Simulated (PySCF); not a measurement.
# C4H9B2Cl: electronic excitations

Aim: predict the electronic excitations of C4H9B2Cl (`BC[C@@H]1[C@@H](B)[C@H]1Cl`).

Computed with PySCF 2.14.0, with density-fitted response routines of our own, on a single molecule in the gas phase. Atoms count from 0, in the outputs and in this text.

**1. Starting geometry**

16 atoms, charge 0, multiplicity 1; geometry from: GFN2-xTB.

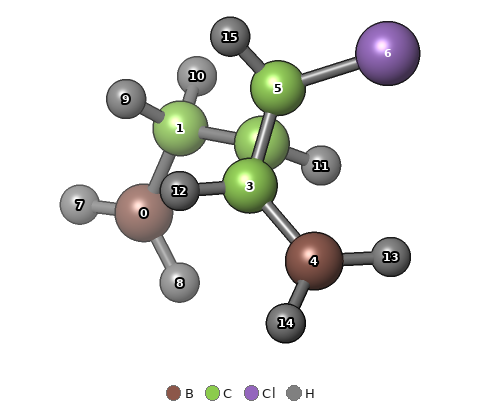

The starting geometry (boron brown, carbon green, chlorine purple, hydrogen grey), atoms numbered.

**2. Ultraviolet spectrum: CAM-B3LYP/def2-SVPD**

What the job is given:

```
{"job": {"kind": "uv", "xc": "CAM-B3LYP", "basis": "def2-SVPD", "nstates": 8, "ntriplets": 3}, "charge": 0, "multiplicity": 1}
B      1.947068     0.356387    -1.466589
C      0.970680     1.111165    -0.493587
C      0.207147     0.252441     0.488579
C     -1.042800    -0.504830     0.020779
B     -1.216571    -1.978636     0.428865
C     -1.120210     0.659288     0.995479
Cl    -1.540818     0.387226     2.678101
H      2.536693     0.977646    -2.261907
H      2.091586    -0.800679    -1.399985
H      0.264040     1.709354    -1.077798
H      1.552046     1.848793     0.072535
H      0.837216    -0.288332     1.183495
H     -1.366538    -0.215043    -0.975095
H     -0.929603    -2.332575     1.504813
H     -1.621497    -2.748673    -0.351507
H     -1.576038     1.575412     0.642412
```

Level: TDDFT CAM-B3LYP/def2-SVPD, vertical, gas phase, core orbitals frozen in the response.

The run is started by

```
> OMP_NUM_THREADS=1 python probes_run.py task.json out
```

The driver reads the jobs from task.json and runs them one after another.

Standard output:

```text
coarse grid: 13720 points
cycle   1  E = -667.1303004361  dE =  8.883e-01  |g| = 3.511e-01  |ddm| = 7.104e+00
cycle   2  E = -667.1459225857  dE = -1.562e-02  |g| = 3.149e-01  |ddm| = 1.569e+00
cycle   3  E = -667.1690484033  dE = -2.313e-02  |g| = 5.244e-02  |ddm| = 7.535e-01
cycle   4  E = -667.1697389394  dE = -6.905e-04  |g| = 2.171e-02  |ddm| = 1.648e-01
cycle   5  E = -667.1698607485  dE = -1.218e-04  |g| = 3.772e-03  |ddm| = 5.741e-02
cycle   6  E = -667.1698652036  dE = -4.455e-06  |g| = 1.535e-03  |ddm| = 1.197e-02
final grid: 127344 points
cycle   7  E = -667.2613676154  dE = -3.985e-05  |g| = 5.088e-03  |ddm| = 9.772e-02
cycle   8  E = -667.2613671810  dE =  4.344e-07  |g| = 5.386e-03  |ddm| = 1.813e-02
cycle   9  E = -667.2613746076  dE = -7.427e-06  |g| = 3.332e-04  |ddm| = 9.335e-03
cycle  10  E = -667.2613746320  dE = -2.440e-08  |g| = 2.074e-04  |ddm| = 1.291e-03
cycle  11  E = -667.2613746430  dE = -1.098e-08  |g| = 3.568e-05  |ddm| = 5.446e-04
cycle  12  E = -667.2613746434  dE = -3.829e-10  |g| = 1.093e-05  |ddm| = 1.084e-04
converged SCF energy = -667.2613746434

Static polarisability (au): isotropic 86.496, principal 71.051 88.794 99.644

Singlet excitations
state   eV       nm        f      main configurations
  1   5.4109    229.1   0.00453   H->L 0.64, H-6->L 0.09
  2   5.5505    223.4   0.00252   H->L+1 0.74
  3   5.9577    208.1   0.00151   H-4->L 0.42, H-2->L 0.20, H-5->L 0.15
  4   5.9866    207.1   0.02567   H-1->L+1 0.49, H-3->L+1 0.19, H-1->L 0.09
  5   6.2301    199.0   0.05483   H-2->L+1 0.35, H-1->L+1 0.20, H-3->L+1 0.13
  6   6.5551    189.1   0.00480   H-1->L 0.58, H-1->L+1 0.16
  7   6.7227    184.4   0.01649   H-3->L+1 0.35, H-5->L+1 0.14, H-2->L+1 0.09
  8   6.9831    177.5   0.00766   H-6->L 0.28, H->L+5 0.16, H->L+3 0.15

Triplet excitations (Tamm-Dancoff, eV): 4.9782 5.0939 5.2761
```

Wall time 59 s (1 thread of Arm Neoverse V1, shared host); peak memory 0.99 GiB.

Frontier orbitals and where they lie:

```tsv
orbital	eV	atoms
HOMO−3	-10.93	B4 30 %, H13 17 %, Cl6 16 %
HOMO−2	-10.48	Cl6 30 %, C3 15 %, B4 11 %
HOMO−1	-9.55	Cl6 45 %, C3 20 %, C2 10 %
HOMO	-9.09	Cl6 40 %, C5 19 %, C2 14 %
LUMO	-0.62	B0 50 %, C1 13 %, H8 11 %
LUMO+1	-0.31	B4 46 %, C3 11 %, H14 10 %
LUMO+2	1.05	B0 48 %, B4 11 %, C1 6 %
```

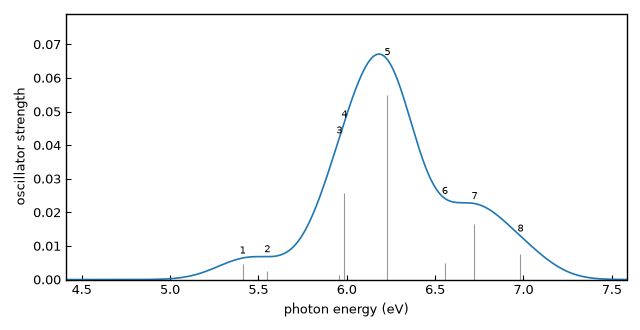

Absorption spectrum from the 8 singlet states computed; above the last one it falls off for lack of states. Lines are broadened to a width of 0.40 eV (Gaussian).

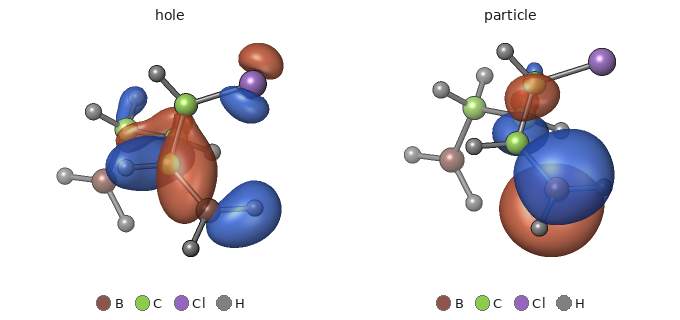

Leading natural transition orbitals of singlet state 5: the electron leaves the hole (left) for the particle orbital (right).

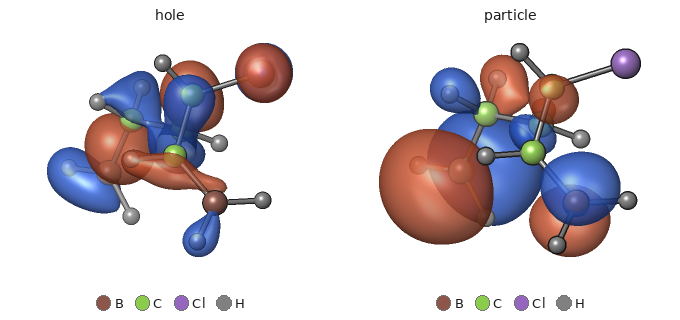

Leading natural transition orbitals of singlet state 1: the electron leaves the hole (left) for the particle orbital (right).

Ground-state properties from the same run:

```tsv
property	computed
dipole moment (D)	2.34
polarisability (Å³)	12.82
HOMO–LUMO gap (eV)	8.47
−ε(HOMO) (eV)	9.09
```

The fields below are evaluated on a grid from the run's orbitals.

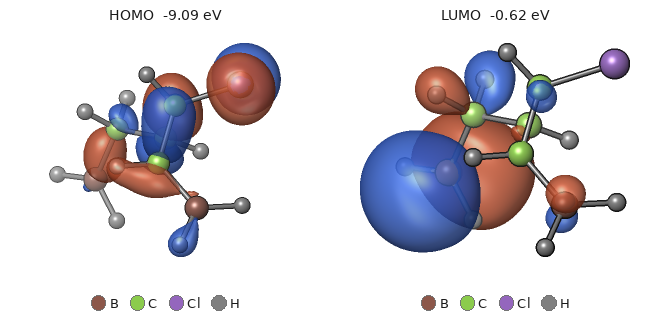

CAM-B3LYP/def2-SVPD orbitals near the gap, drawn at the value that encloses 70 % of each; the two colours are the two signs.

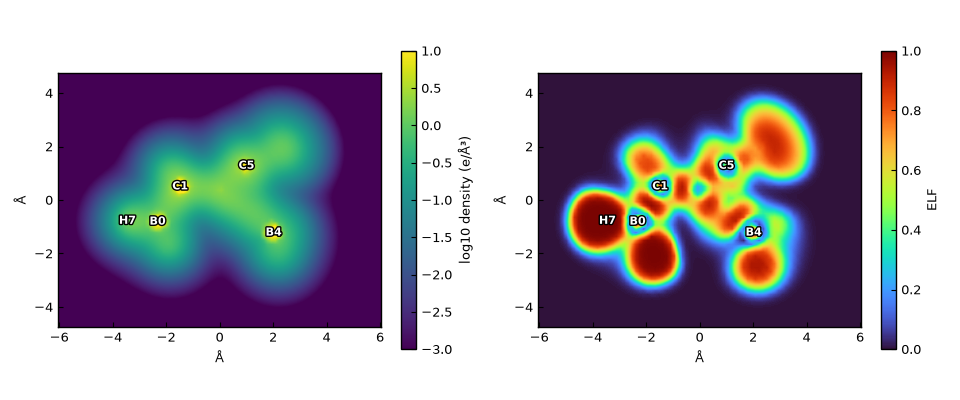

Density (left) and ELF (right) in a plane through or near 5 of the atoms.

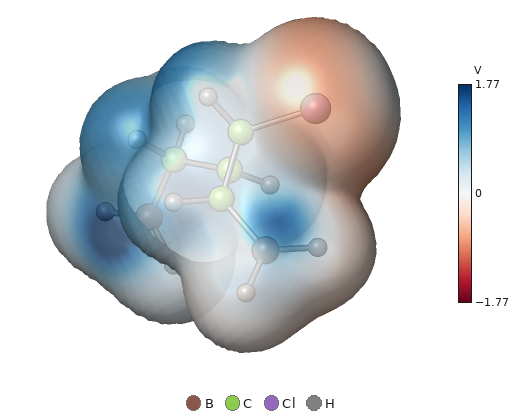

The potential that a unit positive charge feels on the 0.002 e/bohr³ surface, from -0.71 V near Cl6 to 1.77 V near B0.

**3. Summary of results**

| quantity | value |
| --- | --- |
| lowest singlet (CAM-B3LYP/def2-SVPD) | 5.41 eV (229 nm), f = 0.005 |
| brightest single state of those computed | state 5, 6.23 eV, f = 0.055 |
| lowest triplet | 4.98 eV |
| surface potential, least and greatest | -0.71 V and 1.77 V |

The first singlet state (HOMO→LUMO 0.64, HOMO−6→LUMO 0.09) lies at 5.41 eV and is weak; of the 8 states computed, the strongest absorption comes from state 5 at 6.23 eV. The lowest triplet lies 0.43 eV below the lowest singlet (triplets in Tamm-Dancoff, singlets in full TDDFT). At CAM-B3LYP/def2-SVPD, counted by nearest atom on the grid, the HOMO lies on Cl6 41 %; C5 17 %, the LUMO on B0 46 %; H7, H8 about 16 % each.
